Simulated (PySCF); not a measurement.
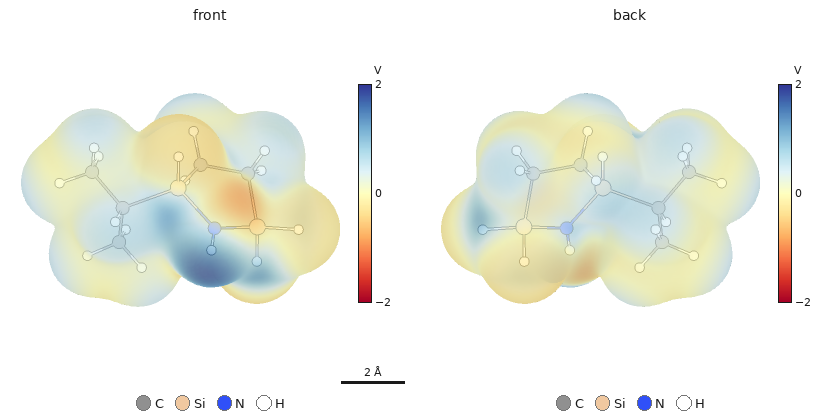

Figure. C5H15NSi2. The electrostatic potential painted on the density surface at 0.002 e/bohr³, seen from the front and from behind; the colour scale runs from red (negative) to blue (positive).

Geometry: PBE0-D3(BJ)/def2-SVP.

All numbers below come from PBE0/pcSseg-1, SCF density, gas phase, non-relativistic in PySCF 2.14.0.

```xyz
23

C    -2.4863    1.4101    0.5647
C    -1.6588    0.1354    0.7241
C    -1.7579   -0.7767   -0.4959
Si    0.1387    0.5447    1.1536
C     1.0926    1.4127   -0.2355
C     2.5688    0.9731   -0.1637
Si    2.6152   -0.8429    0.3686
N     1.1385   -0.8846    1.2954
H    -2.1344    2.0123   -0.2901
H    -3.5489    1.1791    0.3798
H    -2.4384    2.0497    1.4604
H    -2.0445   -0.4161    1.6035
H    -1.4066   -0.2652   -1.4077
H    -2.7996   -1.0881   -0.6821
H    -1.1473   -1.6849   -0.3766
H     0.1217    1.3661    2.4133
H     0.9867    2.5091   -0.1977
H     0.6473    1.0908   -1.1935
H     3.1106    1.1622   -1.1047
H     3.0957    1.5460    0.6193
H     2.6053   -1.7895   -0.7966
H     3.8282   -1.1763    1.1830
H     0.8912   -1.6649    1.8934
```

**Describe the electrostatic potential map.**

The most negative region (about −0.7 V) lies over N8, the most positive (about +1.6 V) over H23.

**How polar is the molecule by this calculation?**

Its dipole moment is 0.64 D.
